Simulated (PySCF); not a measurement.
**CAM-B3LYP/def2-SVPD (core potential) run of SnH4 (SMILES [SnH4])**

Aim: the vertical singlet–triplet gap of SnH4 at CAM-B3LYP/def2-SVPD (core potential), from 2 runs. The job is set up through a Python script.

The results are computed with PySCF 2.14.0.

6 further runs of the same task are left out: 6 set aside as unsound or not needed.

## 1. The system as given

SnH4 has 5 atoms, charge 0, and is taken as a singlet. SMILES: `[SnH4]`. Geometry: relaxed at PBE0-D4/def2-TZVP.

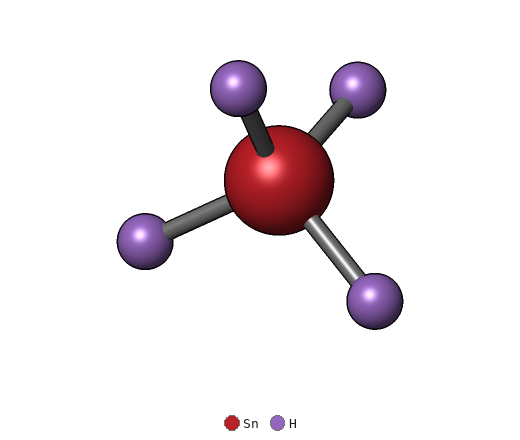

Viewed from a chosen angle; tin red, hydrogen purple.

## 2. The energy at CAM-B3LYP/def2-SVPD (core potential)

File calc.py:

```python
# [SnH4]
from pyscf import gto, dft

mol = gto.M(
    atom=[
    ('Sn', (0.000030, 0.000010, 0.000040)),
    ('H', (0.823920, -0.853480, 1.222940)),
    ('H', (-1.563610, 0.403420, 0.543140)),
    ('H', (-0.116810, -0.974610, -1.392490)),
    ('H', (0.856470, 1.424640, -0.373640)),
],
    ecp={'Sn': 'def2-svp'},
    max_memory=1860,
    basis='def2-svpd',
    verbose=3,
)

mf = dft.RKS(mol)
mf.xc = 'cam-b3lyp'
mf.conv_tol = 1e-10
mf.grids.level = 5
mf.kernel()
if not mf.converged:
    mf = mf.newton().run(mf.mo_coeff, mf.mo_occ)

etot = mf.e_tot
print('E(%s) = %.9f' % ('CAM-B3LYP', etot))
```

Command:

```bash
OMP_NUM_THREADS=1 python calc.py
```

The log of the run:

```text
converged SCF energy = -216.635703348077
E(CAM-B3LYP) = -216.635703348
```

It took 6.6 s on 1 thread of Arm Neoverse V2, shared host; peak memory 0.32 GiB.

## 3. The triplet at the same level

File job.py:

```python
from pyscf import gto, dft

mol = gto.Mole()
mol.atom = '''
Sn       0.000030       0.000010       0.000040
H        0.823920      -0.853480       1.222940
H       -1.563610       0.403420       0.543140
H       -0.116810      -0.974610      -1.392490
H        0.856470       1.424640      -0.373640
'''
mol.verbose = 3
mol.ecp = {'Sn': 'def2-svp'}
mol.spin = 2
mol.basis = 'def2-svpd'
mol.max_memory = 1860
mol.build()

calc0 = dft.UKS(mol, xc='cam-b3lyp')
calc0.conv_tol = 1e-10
calc0.grids.level = 5
calc0.kernel()
if not calc0.converged:
    calc0 = calc0.newton().run(calc0.mo_coeff, calc0.mo_occ)

e_tot = calc0.e_tot
print('Final energy', e_tot)
```

Command:

```bash
OMP_NUM_THREADS=1 python job.py
```

The log of the run:

```text
WARN: HOMO -0.489380994923412 >= LUMO -0.925917153153775

WARN: HOMO 0.0201037390654797 >= LUMO -0.108117161420885

WARN: HOMO -0.101145343470664 >= LUMO -0.251382120377061

WARN: HOMO -0.120318743364042 >= LUMO -0.256251907488295

WARN: HOMO -0.120068036392317 >= LUMO -0.25516290986872

WARN: HOMO -0.120287226847352 >= LUMO -0.254412220276143

WARN: HOMO -0.120315414812806 >= LUMO -0.25404856814769

WARN: HOMO -0.120315283333744 >= LUMO -0.254059645178081

WARN: HOMO -0.120499046285703 >= LUMO -0.254000234316141

WARN: HOMO -0.120281677534517 >= LUMO -0.253960569083746

WARN: HOMO -0.120100235507627 >= LUMO -0.254089044993095

WARN: HOMO -0.120064304011869 >= LUMO -0.254097027569193

WARN: HOMO -0.12016623161923 >= LUMO -0.254023192478992

WARN: HOMO -0.120122823344332 >= LUMO -0.254058702570336

WARN: HOMO -0.12013456471484 >= LUMO -0.254069280592699

WARN: HOMO -0.120137640267802 >= LUMO -0.254069431503562

WARN: HOMO -0.120135882320553 >= LUMO -0.254073330598755

WARN: HOMO -0.120136210791618 >= LUMO -0.254073556943517

WARN: HOMO -0.120135856527265 >= LUMO -0.254074911599142

WARN: HOMO -0.120136029607354 >= LUMO -0.254077712083036

WARN: HOMO -0.120136084813959 >= LUMO -0.25407796882429

WARN: HOMO -0.120135653658258 >= LUMO -0.254074103789798

WARN: HOMO -0.120135746690812 >= LUMO -0.254073079974162

WARN: HOMO -0.120135845856397 >= LUMO -0.25407374555275

WARN: HOMO -0.120135752058014 >= LUMO -0.254072961582509

WARN: HOMO -0.120135758383463 >= LUMO -0.254073438553585

converged SCF energy = -216.356960103297  <S^2> = 2.0278196  2S+1 = 3.0184894
Final energy -216.3569601032967
```

Wall time 26 s (1 thread of Arm Neoverse V2, shared host); peak memory 0.33 GiB.

## 4. Outcome

Level: CAM-B3LYP/def2-SVPD (core potential).

| quantity | value |
| --- | --- |
| singlet: total energy | -216.63570 Eh |
| singlet: dipole moment | 0.00 D |
| singlet: HOMO energy | -10.53 eV |
| singlet: LUMO energy | 0.54 eV |
| singlet: HOMO–LUMO gap | 11.07 eV |
| triplet: total energy | -216.35696 Eh |
| triplet: dipole moment | 0.00 D |
| triplet: HOMO energy (highest over α and β) | -3.27 eV |
| triplet: ⟨S²⟩ | 2.028 |
| vertical energy of the triplet above the singlet | 7.585 eV |

**Reading.** At this shape the triplet lies 7.58 eV (732 kJ/mol) above the singlet. Mulliken charges (singlet) run from -0.20 on Sn1 to +0.05 on H2; in a basis this large or diffuse they mean little.
